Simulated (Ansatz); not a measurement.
# UCAM-B3LYP/STO-3G run of SF (Monosulfur monofluoride)

What is the electronic atomisation energy of SF (Monosulfur monofluoride) at UCAM-B3LYP/STO-3G? 

Program for the calculation: Ansatz 0.2.0.

38 further runs of the same task are left out: 8 that didn't finish, 30 set aside as unsound or not needed.

## 1. Starting point

SF has 2 atoms, charge 0, and is taken as a doublet. As SMILES, `F[S]`. Geometry: relaxed at GFN2-xTB.

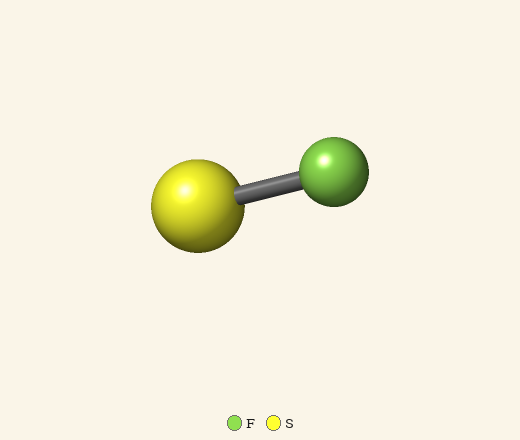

The structure, seen from a chosen angle (fluorine green, sulfur yellow).

## 2. A single-point energy at UCAM-B3LYP/STO-3G

Input file molecule.yaml:

```yaml
crystal:
  periodic: [false, false, false]
  atoms:
    - {symbol: F, position_ang: [0.000000, 0.000000, 0.000000]}
    - {symbol: S, position_ang: [0.000000, 0.000000, 1.626530]}
basis:
  gaussian: {orbitals: STO-3G}
magnetization: {spin_polarized: true, initial_magnetization: 1}
hamiltonian: {xc: {name: CAM-B3LYP}}
accuracy: high
```

The run is started by

```bash
$ ansatz run molecule.yaml --threads 1 --pin off --max-ram 2610MiB --events-out events.jsonl --progress --plain --runs-dir runs
```

Standard output:

```text
Warning: RAYON_NUM_THREADS=1 ignored (pool sized by the plan → 1); use --threads N
Functional definition: CAM-B3LYP
  name "CAM-B3LYP"
  parameter alpha = 0.19
  parameter beta = 0.46
  parameter omega = 0.33/bohr
  parameter ac = 0.81
  exchange = (1 - alpha - beta)*b88_x + beta*b88_x_sr(omega) + alpha*exact_x + beta*exact_x_lr(omega)
  correlation = (1 - ac)*vwn5_c + ac*lyp_c
224 factors; integrals over basis functions are off by at most 3.0e-8 eV
94 factors; integrals over basis functions are off by at most 2.5e-9 eV
mean field evaluation 1: about -13388.8708 eV, gradient 4.2e0 eV
mean field evaluation 2: about -13389.0222 eV, gradient 7.9e-1 eV
mean field evaluation 4: about -13389.0306 eV, gradient 1.6e-1 eV
mean field evaluation 8: about -13389.0341 eV, gradient 5.8e-3 eV
mean field evaluation 16: about -13389.0341 eV, gradient 3.8e-8 eV
mean field -13389.03414019 eV, -492.0379292386 hartree, gradient 3.8e-8 eV, S^2 0.750338; 0 other end points of the search recorded, 0 dependent functions left out
reference -13389.03414807 eV, -492.0379295281 hartree; 13, 12 occupied and 1, 2 virtual orbitals, 224 factors
Total energy: -13389.03414807 eV, -492.0379295281 hartree
```

It took 1 s on 1 thread of Arm Neoverse V1, shared host; peak memory 0.099 GiB.

## 3. The F atom at the same level

Input file job.yaml:

```yaml
crystal:
  periodic: [false, false, false]
  atoms:
    - symbol: F
      position_ang: [0.000000, 0.000000, 0.000000]
basis:
  gaussian:
    orbitals: STO-3G
magnetization:
  spin_polarized: true
  initial_magnetization: 1
hamiltonian:
  xc: {name: CAM-B3LYP}
accuracy: high
```

Run the same way, it converges to -98.23985 Eh (log not shown).

## 4. The S atom, same level

Input file run.yaml:

```yaml
basis:
  gaussian:
    orbitals: STO-3G
crystal:
  periodic: [false, false, false]
  atoms:
    - {symbol: S, position_ang: [0.000000, 0.000000, 0.000000]}
magnetization:
  spin_polarized: true
  initial_magnetization: 2
hamiltonian:
  xc: {name: CAM-B3LYP}
accuracy: high
```

The run is started by

```bash
$ ansatz run run.yaml --threads 1 --pin off --max-ram 2610MiB --events-out events.jsonl --progress --plain --runs-dir runs
```

Standard output:

```text
Warning: RAYON_NUM_THREADS=1 ignored (pool sized by the plan → 1); use --threads N
Functional definition: CAM-B3LYP
  name "CAM-B3LYP"
  parameter alpha = 0.19
  parameter beta = 0.46
  parameter omega = 0.33/bohr
  parameter ac = 0.81
  exchange = (1 - alpha - beta)*b88_x + beta*b88_x_sr(omega) + alpha*exact_x + beta*exact_x_lr(omega)
  correlation = (1 - ac)*vwn5_c + ac*lyp_c
42 factors; integrals over basis functions are off by at most 2.4e-9 eV
28 factors; integrals over basis functions are off by at most 7.9e-10 eV
mean field evaluation 1: about -10712.0860 eV, gradient 2.8e-1 eV
mean field evaluation 2: about -10712.0862 eV, gradient 7.0e-3 eV
mean field evaluation 4: about -10712.0865 eV, gradient 9.7e-7 eV
mean field evaluation 8: about -10712.0865 eV, gradient 1.7e-8 eV
mean field -10712.08648017 eV, -393.6619172333 hartree, gradient 1.7e-8 eV, S^2 2.000000; 0 other end points of the search recorded, 0 dependent functions left out
reference -10712.08648786 eV, -393.6619175160 hartree; 9, 7 occupied and 0, 2 virtual orbitals, 42 factors
Total energy: -10712.08648786 eV, -393.6619175160 hartree
```

It took 0.46 s on 1 thread of Arm Neoverse V1, shared host.

## 5. Outcome

At UCAM-B3LYP/STO-3G:

| quantity | value |
| --- | --- |
| molecule: total energy | -492.03793 Eh |
| molecule: ⟨S²⟩ | 0.750 |
| F atom: total energy | -98.23985 Eh |
| F atom: ⟨S²⟩ | 0.750 |
| S atom: total energy | -393.66192 Eh |
| S atom: ⟨S²⟩ | 2.000 |
| electronic atomisation energy | 3.705 eV |

Taking the molecule apart into free atoms costs 3.71 eV (85 kcal/mol), before zero-point energy and without spin-orbit coupling. In a minimal basis such a difference can be off by several eV, whatever the method.
